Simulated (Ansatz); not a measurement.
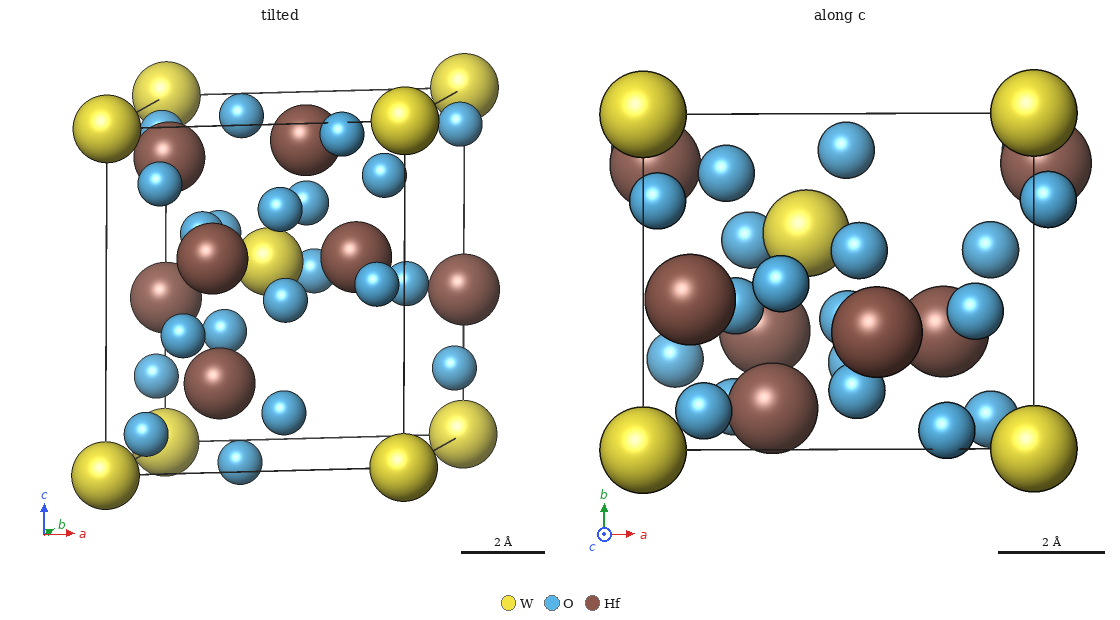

The crystal in a spheres-only representation, seen slightly off an axis and along the c axis. The outline marks the simulation cell. Some atoms of the next cells are drawn as well.

Hf₃WO₉, a = 7.45 Å, b = 6.39 Å, c = 8.49 Å, α = 88.96°, β = 86.79°, γ = 89.73°.

Computational set-up: DFT PBE, scalar-relativistic, plane waves, PAW (Ansatz), a cutoff energy of 420 eV, Brillouin-zone sampling on a 3×4×3 mesh, Gaussian smearing of 0.02 eV, no spin polarisation.

What does the calculation say: metal or gapped?

A semiconductor at this level, with a gap of 2.97 eV on the k-mesh (the true edges may lie between mesh points, so the gap can be somewhat smaller).

What pressure does the calculation give for this cell?

The computed pressure is 0.0 GPa, close to zero.

Provenance: a structure type filled with these elements by a generator (whether the compound takes this form wasn't checked). Earlier steps of the study may have refined or changed the cell and positions. A calculation with Ansatz used it as input.
